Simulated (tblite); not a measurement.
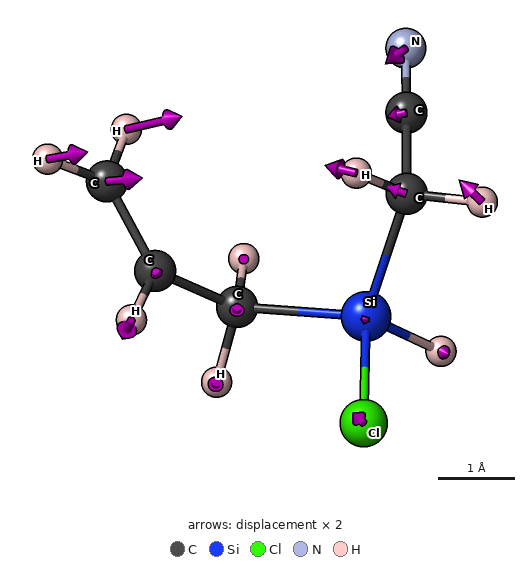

A relaxation of C₅H₈ClNSi. The starting structure is drawn; purple arrows show the displacements, 2 times their true length. The two geometries are superimposed by the best rigid fit.

Style: ball-and-stick. Shown face on.

Level of theory: tblite 0.8.0, GFN2-xTB geometry optimisation, gas phase. 

Q: Atoms of which element are displaced furthest, and by how much?

A: Hydrogen: up to 0.47 Å, against 0.28 Å for carbon.

Q: Describe the change and its energy.

A: Over 86 geometry steps the energy falls by 15.2 kJ/mol. The atom that moves furthest after the best rigid fit is an H atom (0.47 Å). Largest moves by element: H 0.47 Å, C 0.28 Å, N 0.21 Å, Cl 0.13 Å, Si 0.06 Å. Some distances before and after: C–Si 1.867 → 1.922 Å, C–C 1.355 → 1.321 Å, C–C 1.461 → 1.429 Å, Cl–Si 2.052 → 2.022 Å. Among the angles between lasting bonds that change: C–C–Si 115.6° → 111.3°, C–Si–C 111.7° → 107.9°, Cl–Si–H 106.4° → 109.3°.
